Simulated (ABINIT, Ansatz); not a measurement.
# Quasiparticle gap of PNO (P3_2) in ABINIT, part 2 of 3

How does a plane-wave GW calculation on PNO (P3_2) run from the first input to the gap?

ABINIT 10.8.3; LDA and many-body steps on it, plane waves. Known limits of the many-body steps: not at the basis limit; coarse k mesh.

So far. Step 2 (Ground state): The gap is indirect, with the least direct gap 0.27 eV higher.

**3. Bands along the symmetry lines**

Level of this step: DFT, LDA, plane waves, norm-conserving pseudopotentials (ABINIT).

The cheap functional maps the bands first; the places of the edges decide which points the dearer methods must see.

Input file run.abi:

```
acell 3*1.0 Angstrom
rprim 
  4.783611555019 -0.000000000004 0.000000000000
  -2.391805777506 4.142729128486 0.000000000000
  0.000000000000 0.000000000000 5.281207000000
ntypat 3
znucl 15 7 8
natom 9
typat 1 1 1 2 2 2 3 3 3
xred 
  0.985906000000 0.461916000000 0.328176000000
  0.538084000000 0.523990000000 0.994842666667
  0.476010000000 0.014094000000 0.661509333333
  0.388331000000 0.260582000000 0.782152000000
  0.872251000000 0.611669000000 0.115485333333
  0.739418000000 0.127749000000 0.448818666667
  0.146478000000 0.720287000000 0.556338000000
  0.279713000000 0.426191000000 0.223004666667
  0.573809000000 0.853522000000 0.889671333333
pp_dirpath "pseudos"
pseudos "P.upf, N.upf, O.upf"
ecut 36
iscf -2
irdden 1
kptopt 0
nkpt 43
kpt 
  0.00000000 0.00000000 0.00000000
  0.12500000 0.00000000 0.00000000
  0.25000000 0.00000000 0.00000000
  0.37500000 0.00000000 0.00000000
  0.50000000 0.00000000 0.00000000
  0.45833333 0.08333333 0.00000000
  0.41666666 0.16666666 0.00000000
  0.37500000 0.25000000 0.00000000
  0.33333333 0.33333333 0.00000000
  0.25000000 0.25000000 0.00000000
  0.16666666 0.16666666 0.00000000
  0.08333333 0.08333333 0.00000000
  0.00000000 0.00000000 0.00000000
  0.00000000 0.00000000 0.12500000
  0.00000000 0.00000000 0.25000000
  0.00000000 0.00000000 0.37500000
  0.00000000 0.00000000 0.50000000
  0.12500000 0.00000000 0.50000000
  0.25000000 0.00000000 0.50000000
  0.37500000 0.00000000 0.50000000
  0.50000000 0.00000000 0.50000000
  0.45833333 0.08333333 0.50000000
  0.41666666 0.16666666 0.50000000
  0.37500000 0.25000000 0.50000000
  0.33333333 0.33333333 0.50000000
  0.25000000 0.25000000 0.50000000
  0.16666666 0.16666666 0.50000000
  0.08333333 0.08333333 0.50000000
  0.00000000 0.00000000 0.50000000
  0.50000000 0.00000000 0.50000000
  0.50000000 0.00000000 0.37500000
  0.50000000 0.00000000 0.25000000
  0.50000000 0.00000000 0.12500000
  0.50000000 0.00000000 0.00000000
  0.33333333 0.33333333 0.50000000
  0.33333333 0.33333333 0.37500000
  0.33333333 0.33333333 0.25000000
  0.33333333 0.33333333 0.12500000
  0.33333333 0.33333333 0.00000000
  0.33333333 0.33333333 -0.12500000
  0.33333333 0.33333333 -0.25000000
  0.33333333 0.33333333 -0.37500000
  0.33333333 0.33333333 -0.50000000
istwfk *1
nband 31
nbdbuf 2
tolwfr 1e-08
nstep 40
prtwf 0
prtvol 0
indata_prefix "in"
outdata_prefix "out"
tmpdata_prefix "tmp"
```

Run with:

```sh
OMP_NUM_THREADS=1 mpirun -n 4 abinit run.abi > log
```

Numbers of over 12 decimals in the logs are rounded to 6 here.

Log:

```text
.Version 10.8.3 of ABINIT. v10.8.2 released Aug 2026.

 Symmetries : space group P3_2 (#145); Bravais hP (primitive hexag.)
[... echo of the input left out ...]
== DATASET  1 ==================================================================
-   mpi_nproc: 4, omp_nthreads: 1 (-1 if OMP is not activated)

--- !DatasetInfo
iteration_state: {dtset: 1, }
dimensions: {natom: 9, nkpt: 43, mband: 31, nsppol: 1, nspinor: 1, nspden: 1, mpw: 7316, }
cutoff_energies: {ecut:  36.0, pawecutdg:  -1.0, }
electrons: {nelect:   4.80000000E+01, charge:   0.00000000E+00, occopt:   1.00000000E+00, tsmear:   1.00000000E-02, }

 Real(R)+Recip(G) space primitive vectors, cartesian coordinates (Bohr,Bohr^-1):
 R(1)=  9.0397157  0.0000000  0.0000000  G(1)=  0.1106229  0.0638682  0.0000000
 R(2)= -4.5198579  7.8286235  0.0000000  G(2)=  0.0000000  0.1277364  0.0000000
 R(3)=  0.0000000  0.0000000  9.9800348  G(3)=  0.0000000  0.0000000  0.1002001
 Unit cell volume ucvol=  7.0627240E+02 bohr^3
 Angles (23,13,12)=  9.00000000E+01  9.00000000E+01  1.20000000E+02 degrees

 getcut: wavevector=  0.0000  0.0000  0.0000  ngfft=  50  50  54
         ecut(hartree)=     36.000   => boxcut(ratio)=   2.00330

--- Pseudopotential description ------------------------------------------------
- P Generated using ONCVPSP code by D. R. Hamann
- 15.00000   5.00000  180309                  znucl, zion, pspdat
12 -1012 2 -1 1298                            pspcod,pspxc,lmax,lloc,mmax
     nproj     2     2     2
  pspatm : epsatm=    7.03163270
         --- l  ekb(1:nproj) -->
             0    6.795192    1.078292
             1    3.452929    0.907117
             2   -3.024864   -0.802189
 pspatm: atomic psp has been read  and splines computed

- N Generated using ONCVPSP code by D. R. Hamann
-  7.00000   5.00000  180309                  znucl, zion, pspdat
12 -1012 1 -1 1058                            pspcod,pspxc,lmax,lloc,mmax
     nproj     2     2     0
  pspatm : epsatm=    5.30777321
         --- l  ekb(1:nproj) -->
[...]
pspatm: atomic psp has been read  and splines computed

- O Generated using ONCVPSP code by D. R. Hamann
-  8.00000   6.00000  201201                  znucl, zion, pspdat
12 -1012 2 -1 926                             pspcod,pspxc,lmax,lloc,mmax
     nproj     2     2     1
  pspatm : epsatm=    6.27558587
         --- l  ekb(1:nproj) -->
[...]
2   -1.033686
 pspatm: atomic psp has been read  and splines computed

--------------------------------------------------------------------------------

================================================================================
 prteigrs : about to open file out_EIG
 Non-SCF case, kpt    1 (  0.00000  0.00000  0.00000), residuals and eigenvalues=
  4.47E-09  8.80E-09  9.37E-09  4.72E-09  3.39E-09  9.80E-09  3.02E-09  4.56E-09
[...]
4.3750E-01

--- !ResultsGS
iteration_state: {dtset: 1, }
comment   : Summary of ground state results
lattice_vectors:
- [  9.0397157,  -0.0000000,   0.0000000, ]
- [ -4.5198579,   7.8286235,   0.0000000, ]
- [  0.0000000,   0.0000000,   9.9800348, ]
lattice_lengths: [   9.03972,    9.03972,    9.98003, ]
lattice_angles: [ 90.000,  90.000, 120.000, ] # degrees, (23, 13, 12)
lattice_volume:   7.0627240E+02
convergence: {deltae:  0.000E+00, res2:  0.000E+00, residm:  9.991E-09, diffor:  0.000E+00, }
etotal    :  -1.01642433E+02
entropy   :   0.00000000E+00
fermie    :   1.02975172E-01
cartesian_stress_tensor: null
pressure_GPa: null
xred      :
- [  9.8591E-01,   4.6192E-01,   3.2818E-01,  P]
- [  5.3808E-01,   5.2399E-01,   9.9484E-01,  P]
- [  4.7601E-01,   1.4094E-02,   6.6151E-01,  P]
- [  3.8833E-01,   2.6058E-01,   7.8215E-01,  N]
- [  8.7225E-01,   6.1167E-01,   1.1549E-01,  N]
- [  7.3942E-01,   1.2775E-01,   4.4882E-01,  N]
- [  1.4648E-01,   7.2029E-01,   5.5634E-01,  O]
- [  2.7971E-01,   4.2619E-01,   2.2300E-01,  O]
- [  5.7381E-01,   8.5352E-01,   8.8967E-01,  O]
cartesian_forces: null
force_length_stats: {min: null, max: null, mean: null, }

 Integrated electronic density in atomic spheres:
 ------------------------------------------------
 Atom  Sphere_radius  Integrated_density
[...]
================================================================================

 ----iterations are completed or convergence reached----

 Mean square residual over all n,k,spin=   60.671E-10; max=  99.910E-10
 reduced coordinates (array xred) for    9 atoms
[...]
0.279713000000      0.426191000000      0.223004666667
       0.573809000000      0.853522000000      0.889671333333

 cartesian coordinates (angstrom) at end:
    1      3.611378     1.913593     1.733165
    2      1.320703     2.170749     5.253970
    3      2.243337     0.058388     3.493568
[...]
8      0.318672     1.765594     1.177734
    9      0.703421     3.535910     4.698538
 length scales=  1.889726125908  1.889726125908  1.889726125908 bohr
              =  1.000000000000  1.000000000000  1.000000000000 angstroms
 prteigrs : about to open file out_EIG
 Eigenvalues (hartree) for nkpt=  43  k points:
 kpt#   1, nband= 31, wtk=  1.00000, kpt=  0.0000  0.0000  0.0000 (reduced coord)
[...]
kpt#   2, nband= 31, wtk=  1.00000, kpt=  0.1250  0.0000  0.0000 (reduced coord)
[...]
kpt#   3, nband= 31, wtk=  1.00000, kpt=  0.2500  0.0000  0.0000 (reduced coord)
[...]
kpt#  42, nband= 31, wtk=  1.00000, kpt=  0.3333  0.3333 -0.3750 (reduced coord)
[...]
0.31270    0.33844    0.34150    0.37392    0.37717    0.39200    0.42792
 kpt#  43, nband= 31, wtk=  1.00000, kpt=  0.3333  0.3333 -0.5000 (reduced coord)
[...]
-0.25688   -0.19267   -0.17142   -0.17071   -0.08224   -0.08212   -0.05095   -0.03196
  -0.02519   -0.01900    0.01731    0.02677    0.05364    0.07125    0.07364    0.07979
   0.30936    0.33316    0.33795    0.37154    0.37793    0.40168    0.43750

== END DATASET(S) ==============================================================
================================================================================

 -outvars: echo values of variables after computation  --------
            nband          31
             nkpt          43
          spgroup         145
 [... the other variables as echoed above ...]

 Calculation completed.
```

Run time: 74 s. Hardware: 4 MPI ranks of Arm Neoverse V1, shared host; peak memory 0.44 GiB; 4.9 min of CPU time.

Numbers from this step:

```
gap                        : 5.136 eV
k of the valence top       : 0.5, 0, 0
k of the conduction bottom : 0, 0, 0
least direct gap           : 5.430 eV
```

The gap is 5.136 eV, as in the run before at this level.

Electronic bands along the path, in eV, zero at the top of the highest filled band:

| point | band 21 | band 22 | band 23 | band 24 | band 25 | band 26 | band 27 | band 28 |
| --- | --- | --- | --- | --- | --- | --- | --- | --- |
| Γ | -1.49 | -1.12 | -0.58 | -0.58 | 5.14 | 5.55 | 5.55 | 6.74 |
| M | -1.75 | -1.30 | -0.32 | 0.00 | 5.46 | 6.27 | 6.72 | 7.45 |
| K | -2.02 | -1.15 | -0.13 | -0.09 | 6.16 | 6.40 | 6.47 | 7.32 |
| Γ | -1.49 | -1.12 | -0.58 | -0.58 | 5.14 | 5.55 | 5.55 | 6.74 |
| A | -1.53 | -0.70 | -0.70 | -0.25 | 5.35 | 6.05 | 6.05 | 7.16 |
| L | -1.43 | -1.07 | -0.59 | -0.40 | 5.56 | 5.96 | 6.90 | 7.24 |
| H | -1.34 | -0.86 | -0.80 | -0.63 | 5.62 | 6.26 | 6.39 | 7.31 |
| A | -1.53 | -0.70 | -0.70 | -0.25 | 5.35 | 6.05 | 6.05 | 7.16 |
| jump to L | -1.43 | -1.07 | -0.59 | -0.40 | 5.56 | 5.96 | 6.90 | 7.24 |
| M | -1.75 | -1.30 | -0.32 | 0.00 | 5.46 | 6.27 | 6.72 | 7.45 |
| jump to H | -1.34 | -0.86 | -0.80 | -0.63 | 5.62 | 6.26 | 6.39 | 7.31 |
| K | -2.02 | -1.15 | -0.13 | -0.09 | 6.16 | 6.40 | 6.47 | 7.32 |
| H2 | -1.34 | -0.86 | -0.80 | -0.63 | 5.62 | 6.26 | 6.39 | 7.31 |

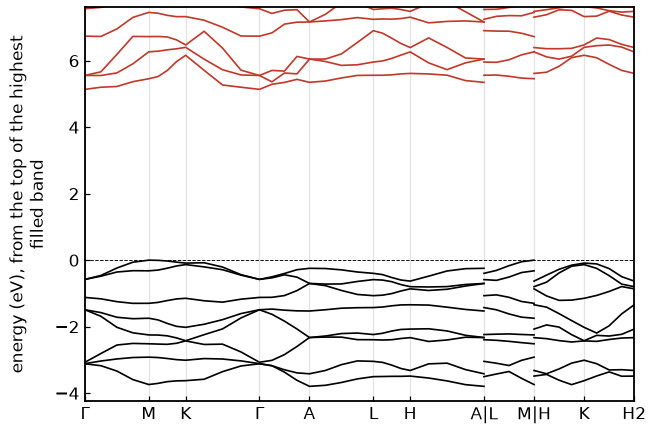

Electronic bands along the path; lines of filled and empty bands in two colours.

**4. Empty states on the mesh, 3×3×2 mesh, 81 bands**

The sums over transitions need many empty states on a uniform mesh; this step solves for them.

Input file run.abi:

```
acell 3*1.0 Angstrom
rprim 
  4.783611555019 -0.000000000004 0.000000000000
  -2.391805777506 4.142729128486 0.000000000000
  0.000000000000 0.000000000000 5.281207000000
ntypat 3
znucl 15 7 8
natom 9
typat 1 1 1 2 2 2 3 3 3
xred 
  0.985906000000 0.461916000000 0.328176000000
  0.538084000000 0.523990000000 0.994842666667
  0.476010000000 0.014094000000 0.661509333333
  0.388331000000 0.260582000000 0.782152000000
  0.872251000000 0.611669000000 0.115485333333
  0.739418000000 0.127749000000 0.448818666667
  0.146478000000 0.720287000000 0.556338000000
  0.279713000000 0.426191000000 0.223004666667
  0.573809000000 0.853522000000 0.889671333333
pp_dirpath "pseudos"
pseudos "P.upf, N.upf, O.upf"
ecut 36
ngkpt 3 3 2
nshiftk 1
shiftk 0 0 0
kptopt 1
chksymbreak 0
iscf -2
irdden 1
istwfk *1
nband 81
nbdbuf 6
tolwfr 1e-09
nstep 60
prtvol 0
indata_prefix "in"
outdata_prefix "out"
tmpdata_prefix "tmp"
```

Log:

```text
.Version 10.8.3 of ABINIT. v10.8.2 released Aug 2026.

 Symmetries : space group P3_2 (#145); Bravais hP (primitive hexag.)
[... echo of the input left out ...]
== DATASET  1 ==================================================================
-   mpi_nproc: 4, omp_nthreads: 1 (-1 if OMP is not activated)

--- !DatasetInfo
iteration_state: {dtset: 1, }
dimensions: {natom: 9, nkpt: 6, mband: 81, nsppol: 1, nspinor: 1, nspden: 1, mpw: 7302, }
cutoff_energies: {ecut:  36.0, pawecutdg:  -1.0, }
electrons: {nelect:   4.80000000E+01, charge:   0.00000000E+00, occopt:   1.00000000E+00, tsmear:   1.00000000E-02, }

 Real(R)+Recip(G) space primitive vectors, cartesian coordinates (Bohr,Bohr^-1):
 R(1)=  9.0397157  0.0000000  0.0000000  G(1)=  0.1106229  0.0638682  0.0000000
 R(2)= -4.5198579  7.8286235  0.0000000  G(2)=  0.0000000  0.1277364  0.0000000
 R(3)=  0.0000000  0.0000000  9.9800348  G(3)=  0.0000000  0.0000000  0.1002001
 Unit cell volume ucvol=  7.0627240E+02 bohr^3
 Angles (23,13,12)=  9.00000000E+01  9.00000000E+01  1.20000000E+02 degrees

 getcut: wavevector=  0.0000  0.0000  0.0000  ngfft=  50  50  54
         ecut(hartree)=     36.000   => boxcut(ratio)=   2.00330

--- Pseudopotential description ------------------------------------------------
- P Generated using ONCVPSP code by D. R. Hamann
- 15.00000   5.00000  180309                  znucl, zion, pspdat
12 -1012 2 -1 1298                            pspcod,pspxc,lmax,lloc,mmax
     nproj     2     2     2
  pspatm : epsatm=    7.03163270
         --- l  ekb(1:nproj) -->
             0    6.795192    1.078292
             1    3.452929    0.907117
             2   -3.024864   -0.802189
 pspatm: atomic psp has been read  and splines computed

- N Generated using ONCVPSP code by D. R. Hamann
-  7.00000   5.00000  180309                  znucl, zion, pspdat
12 -1012 1 -1 1058                            pspcod,pspxc,lmax,lloc,mmax
     nproj     2     2     0
  pspatm : epsatm=    5.30777321
         --- l  ekb(1:nproj) -->
[...]
pspatm: atomic psp has been read  and splines computed

- O Generated using ONCVPSP code by D. R. Hamann
-  8.00000   6.00000  201201                  znucl, zion, pspdat
12 -1012 2 -1 926                             pspcod,pspxc,lmax,lloc,mmax
     nproj     2     2     1
  pspatm : epsatm=    6.27558587
         --- l  ekb(1:nproj) -->
[...]
2   -1.033686
 pspatm: atomic psp has been read  and splines computed

--------------------------------------------------------------------------------

================================================================================
 prteigrs : about to open file out_EIG
 Non-SCF case, kpt    1 (  0.00000  0.00000  0.00000), residuals and eigenvalues=
  5.73E-10  2.57E-10  3.70E-10  5.44E-10  2.31E-10  9.08E-10  2.95E-10  6.71E-10
[...]
8.81E-06
 -7.0329E-01 -6.4115E-01 -6.4115E-01 -4.9037E-01 -4.6801E-01 -4.6801E-01
 -3.3537E-01 -3.3537E-01 -2.2752E-01 -1.8611E-01 -1.8611E-01 -1.7674E-01
 -7.5753E-02 -7.2872E-02 -7.2872E-02 -1.1589E-02 -1.1589E-02 -1.1428E-02
[...]
1.0909E+00  1.0909E+00  1.1184E+00  1.1491E+00  1.1491E+00  1.1698E+00
  1.1942E+00  1.1942E+00  1.2213E+00  1.2350E+00  1.2350E+00  1.2435E+00
[...]
prteigrs : prtvol=0 or 1, do not print more k-points.

--- !ResultsGS
iteration_state: {dtset: 1, }
comment   : Summary of ground state results
lattice_vectors:
- [  9.0397157,  -0.0000000,   0.0000000, ]
- [ -4.5198579,   7.8286235,   0.0000000, ]
- [  0.0000000,   0.0000000,   9.9800348, ]
lattice_lengths: [   9.03972,    9.03972,    9.98003, ]
lattice_angles: [ 90.000,  90.000, 120.000, ] # degrees, (23, 13, 12)
lattice_volume:   7.0627240E+02
convergence: {deltae:  0.000E+00, res2:  0.000E+00, residm:  1.000E-09, diffor:  0.000E+00, }
etotal    :  -1.01642433E+02
entropy   :   0.00000000E+00
fermie    :   1.02975172E-01
cartesian_stress_tensor: null
pressure_GPa: null
xred      :
- [  9.8591E-01,   4.6192E-01,   3.2818E-01,  P]
- [  5.3808E-01,   5.2399E-01,   9.9484E-01,  P]
- [  4.7601E-01,   1.4094E-02,   6.6151E-01,  P]
- [  3.8833E-01,   2.6058E-01,   7.8215E-01,  N]
- [  8.7225E-01,   6.1167E-01,   1.1549E-01,  N]
- [  7.3942E-01,   1.2775E-01,   4.4882E-01,  N]
- [  1.4648E-01,   7.2029E-01,   5.5634E-01,  O]
- [  2.7971E-01,   4.2619E-01,   2.2300E-01,  O]
- [  5.7381E-01,   8.5352E-01,   8.8967E-01,  O]
cartesian_forces: null
force_length_stats: {min: null, max: null, mean: null, }

 Integrated electronic density in atomic spheres:
 ------------------------------------------------
 Atom  Sphere_radius  Integrated_density
[...]
================================================================================

 ----iterations are completed or convergence reached----

 Mean square residual over all n,k,spin=   53.631E-11; max=  99.996E-11
 reduced coordinates (array xred) for    9 atoms
[...]
0.279713000000      0.426191000000      0.223004666667
       0.573809000000      0.853522000000      0.889671333333

 cartesian coordinates (angstrom) at end:
    1      3.611378     1.913593     1.733165
    2      1.320703     2.170749     5.253970
    3      2.243337     0.058388     3.493568
[...]
8      0.318672     1.765594     1.177734
    9      0.703421     3.535910     4.698538
 length scales=  1.889726125908  1.889726125908  1.889726125908 bohr
              =  1.000000000000  1.000000000000  1.000000000000 angstroms
 prteigrs : about to open file out_EIG
 Eigenvalues (hartree) for nkpt=   6  k points:
 kpt#   1, nband= 81, wtk=  0.05556, kpt=  0.0000  0.0000  0.0000 (reduced coord)
[...]
1.03593    1.07578    1.09093    1.09093    1.11844    1.14908    1.14908    1.16982
   1.19422    1.19422    1.22133    1.23498    1.23498    1.24353    1.26533    1.26632
   1.26632
 prteigrs : prtvol=0 or 1, do not print more k-points.

== END DATASET(S) ==============================================================
================================================================================

 -outvars: echo values of variables after computation  --------
            nband          81
             nkpt           6
          spgroup         145
 [... the other variables as echoed above ...]

 Calculation completed.
```

Elapsed: 44 s, on 4 MPI ranks; peak memory 0.35 GiB; 2.9 min of CPU time.

This step gave:

* gap: 5.226 eV
* k of the valence top: 0.3333, 0.3333, 0
* k of the conduction bottom: 0, 0, 0
* least direct gap: 5.422 eV
* k points computed: 6
* lowest point of the top converged band, above the valence top: 29.75 eV

On this mesh the gap is 5.226 eV. The earlier step found 5.136 eV, so this mesh misses an edge.

**5. Screening, 3×3×2 mesh, 75 bands, screening to 98 eV**

The RPA dielectric matrix is built and inverted for each q.

This step: RPA screening on LDA, plane waves, norm-conserving pseudopotentials.

run.abi, as its differences from that of step 4:

```diff
@@ -27,10 +27,11 @@
 chksymbreak 0
-iscf -2
-irdden 1
 istwfk *1
-nband 81
-nbdbuf 6
-tolwfr 1e-09
-nstep 60
-prtvol 0
+occopt 1
+irdwfk 1
+optdriver 3
+nband 75
+ecuteps 3.6
+inclvkb 2
+awtr 1
+symchi 1
 indata_prefix "in"
```

Log:

```text
.Version 10.8.3 of ABINIT. v10.8.2 released Aug 2026.

 Symmetries : space group P3_2 (#145); Bravais hP (primitive hexag.)
[... echo of the input left out ...]
== DATASET  1 ==================================================================
-   mpi_nproc: 4, omp_nthreads: 1 (-1 if OMP is not activated)

--- !DatasetInfo
iteration_state: {dtset: 1, }
dimensions: {natom: 9, nkpt: 6, mband: 75, nsppol: 1, nspinor: 1, nspden: 1, mpw: 7302, }
cutoff_energies: {ecut:  36.0, pawecutdg:  -1.0, }
electrons: {nelect:   4.80000000E+01, charge:   0.00000000E+00, occopt:   1.00000000E+00, tsmear:   1.00000000E-02, }

 SCREENING: Calculation of the susceptibility and dielectric matrices

 Based on a program developped by R.W. Godby, V. Olevano, G. Onida, and L. Reining.
 Incorporated in ABINIT by V. Olevano, G.-M. Rignanese, and M. Torrent.
.Using double precision arithmetic ; gwpc =  8

[... cell and pseudopotentials left out ...]
--------------------------------------------------------------------------------

 ==== K-mesh for the wavefunctions ====
 Number of points in the irreducible wedge :     6
[... list of points left out ...]
 Together with  3 symmetry operations and time-reversal symmetry
 yields    18 points in the full Brillouin Zone.

 ==== Q-mesh for the screening function ====
 Number of points in the irreducible wedge :     6
[... list of points left out ...]
 Together with  3 symmetry operations and time-reversal symmetry
 yields    18 points in the full Brillouin Zone.

 setmesh: FFT mesh size selected  =    27x   27x   36
          total number of points  =        26244

 vcoul_init : cutoff-mode = AUXILIARY_FUNCTION
 q-points for optical limit:   1
     1)      0.000010    0.000020    0.000030

- screening: taking advantage of time-reversal symmetry
- Maximum band index for partially occupied states nbvw = 24
- Remaining bands to be divided among processors   nbcw = 51
- Number of bands treated by each node ~12

 Number of electrons calculated from density =   48.0000; Expected =   48.0000
 average of density, n =  0.067962
 r_s =    1.5201
 omega_plasma =   25.1472 [eV]

 calculating chi0 at frequencies [eV] :
  1    0.000000E+00    0.000000E+00
  2    0.000000E+00    2.514723E+01

--------------------------------------------------------------------------------
  q-point number  1        q = ( 0.000000, 0.000000, 0.000000) [r.l.u.]
--------------------------------------------------------------------------------
[... chi0 elements left out ...]
 For q-point:  0.000010 0.000020 0.000030
  dielectric constant =   3.3219
  dielectric constant without local fields =   3.6316

  Average fulfillment of the sum rule on Im[epsilon] for q-point    1 :     39.05  [%]
[... wings left out ...]
  q-point number  2        q = ( 0.333333, 0.000000, 0.000000) [r.l.u.]
--------------------------------------------------------------------------------
[... chi0 elements left out ...]
  Average fulfillment of the sum rule on Im[epsilon] for q-point    2 :     49.88  [%]

 [... 4 further q-points ...]
```

Elapsed: 28 s, on 4 MPI ranks; peak memory 1 GiB; 1.9 min of CPU time.

This step gave:

```yaml
eps_infinity_with_local_fields_on_this_mesh_along_the_program_s_q_direction: 3.322
the_same_without_local_fields: 3.632
plasma_frequency: 25.15 eV
plane_waves_in_the_screening_matrix: 225
```

Local fields lower ε∞ by 9 %. On a Γ-centred mesh this coarse the value itself is usually too large, while a short band sum pulls it down.

(Part 2 of 3 ends here.)

[Paths, hosts, dates, memory and timing lines, banners, echoed tables and standing remarks are left out of the program output.]

[Logs are printed without paths, hosts, clocks, repeated set-up lines and the standing remarks that a program may print on its own settings, such as how far it seeks lower states.]

[Runs of the session that timed out or met a known fault of the program may be left out.]

[Hosts, paths, dates, database ids (printed as entryN), source tags and the programs' standing remarks are cut or masked in the printed files.]

[G0W0 gaps are taken among the corrected bands and points alone; a level outside them can change the order at an edge.]

[Where Ansatz stands beside ABINIT at settings called matched, ABINIT's density can come from a denser mesh and the files from another edition; pairs whose starting gaps differed by over 0.03 eV were left out, so agreement reads better than it is.]
